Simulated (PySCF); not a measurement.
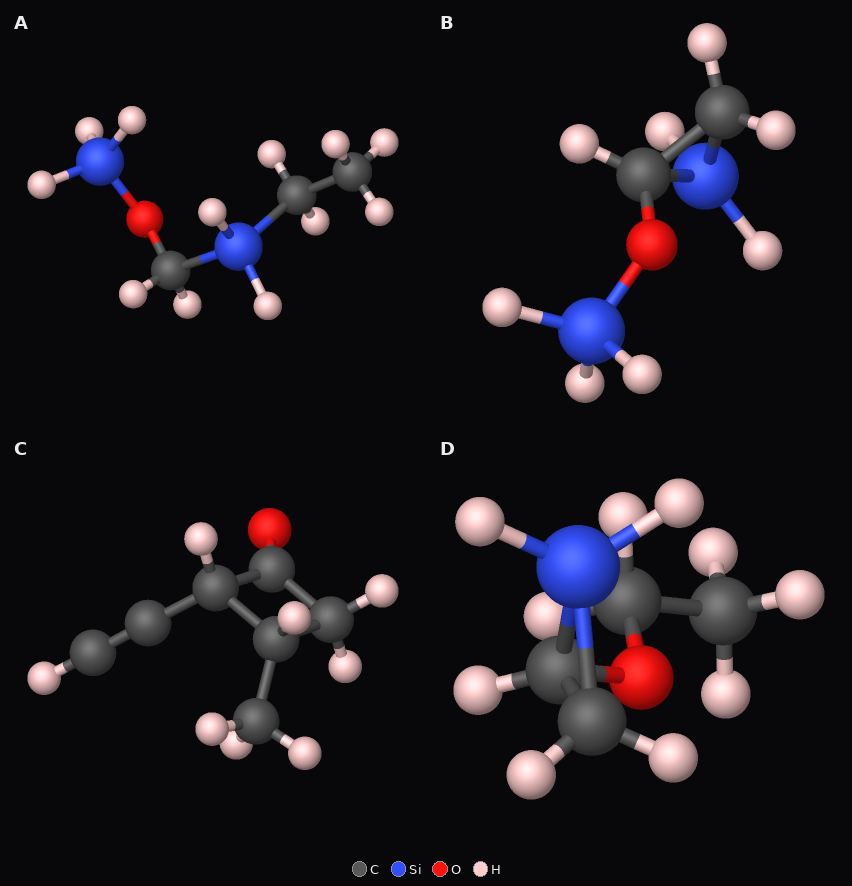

(Drawn from a calculation with PySCF.)

Which panel belongs to which SMILES?
(1) CCO[C@H]1C[SiH2]1
(2) C#C[C@@H]1C(=O)C[C@@H]1C
(3) CC[SiH2]CO[SiH3]
(4) [SiH3]O[C@H]1C[SiH2]1

A is (3), B is (4), C is (2), D is (1).
